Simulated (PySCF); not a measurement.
Species, as SMILES: N#[N+][O-].
Geometry (B3LYP-D3(BJ)/def2-TZVP, fixed):
```xyz
3

N      0.0000     0.0000    -1.1943
N      0.0000     0.0000    -0.0734
O      0.0000     0.0000     1.1093
```

Basis-set convergence of the lowest singlet excitation energy at PBE0 with PySCF. Tamm-Dancoff approximation; the state is taken by its order, and sets in which it differs in degeneracy or brightness are left out, yet its character can still change. All functions are spherical. Density fitting with generated auxiliary sets. No added dispersion term, no relativity. Reference: the value in d-aug-cc-pVTZ, 6.813 eV, itself unsure by roughly 0.001 eV (its mean distance from aug-cc-pVQZ, aug-pcseg-2, aug-cc-pVTZ). Deviations are taken from unrounded values. Cost is core time over that of def2-SVPD, rough, on shared machines of one kind; a dash marks a row that isn't timed (too short, read off another run, short of memory, by another algorithm or on other hardware).

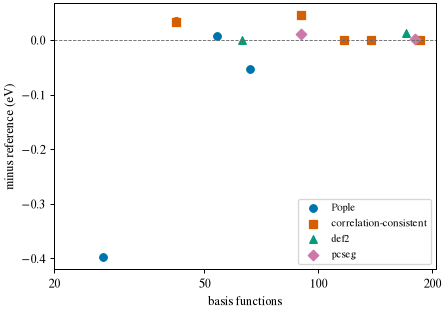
Deviation from the reference against the number of basis functions, by family of sets.

| basis | functions | lowest singlet excitation energy (eV) | minus reference (eV) | cost |
|---|---|---|---|---|
| 6-31G | 27 | 6.415 | -0.398 | - |
| 6-31G** | 42 | 6.848 | 0.035 | - |
| cc-pVDZ | 42 | 6.847 | 0.033 | - |
| 6-311G** | 54 | 6.820 | 0.007 | 0.6× |
| def2-SVPD | 63 | 6.813 | -0.001 | 1× |
| 6-311+G** | 66 | 6.760 | -0.053 | 1× |
| cc-pVTZ | 90 | 6.858 | 0.045 | 1× |
| pcseg-2 | 90 | 6.824 | 0.010 | 2× |
| jun-cc-pV(T+d)Z | 117 | 6.814 | 0.001 | 4× |
| aug-cc-pVTZ | 138 | 6.814 | 0.001 | 6× |
| def2-QZVPP | 171 | 6.826 | 0.013 | 9× |
| pcseg-3 | 180 | 6.815 | 0.002 | 10× |
| d-aug-cc-pVTZ | 186 | 6.813 | 0.000 | 10× |
